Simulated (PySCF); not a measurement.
C2H7S (cation, charge +1), SMILES CC[SH2+] at its CAM-B3LYP/def2-SVP optimised geometry (Å):

```
10

C     -0.7695    -0.0054     0.0000
C      0.7424    -0.0054     0.0000
S      1.5222     0.7848    -1.4753
H     -1.1860     1.0123     0.0000
H     -1.1859    -0.5697    -0.8470
H     -1.1077    -0.4996     0.9230
H      1.1860     0.5532     0.8378
H      1.1860    -1.0123    -0.0007
H      0.8122     0.1887    -2.4688
H      0.8158     1.9445    -1.5263
```

Level of theory: CAM-B3LYP/def2-TZVP in PySCF.

Map of the electrostatic potential (hartree/e), clipped to [0.09, 0.27] on the plane z = 1.0 Å:

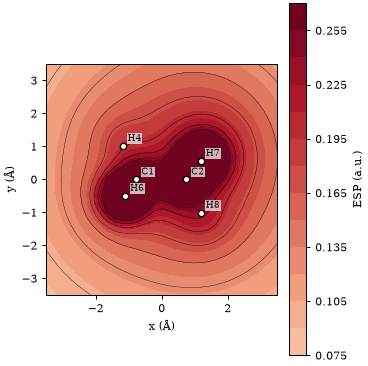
*Electrostatic potential (hartree/e), clipped to [0.09, 0.27] on the plane z = 1.0 Å.*
